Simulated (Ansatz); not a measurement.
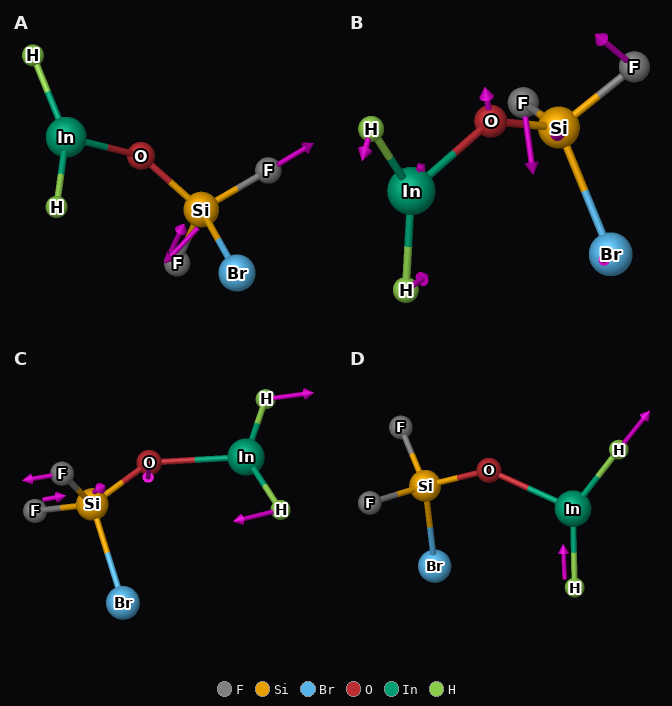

4 normal modes of one molecule or complex, as arrows. Harmonic vibrations computed with RKS PBE0-D4/def2-TZVP, core potentials on In (Ansatz 0.2.0) at a stationary point of the same level.

Match the panels to the wavenumbers 189 cm⁻¹, 343 cm⁻¹, 965 cm⁻¹, 1917 cm⁻¹.

Answer. A: 965 cm⁻¹, out-of-phase stretching of 2 F–Si bonds
B: 189 cm⁻¹, angle bending
C: 343 cm⁻¹, F–Si–O bending
D: 1917 cm⁻¹, out-of-phase stretching of 2 In–H bonds
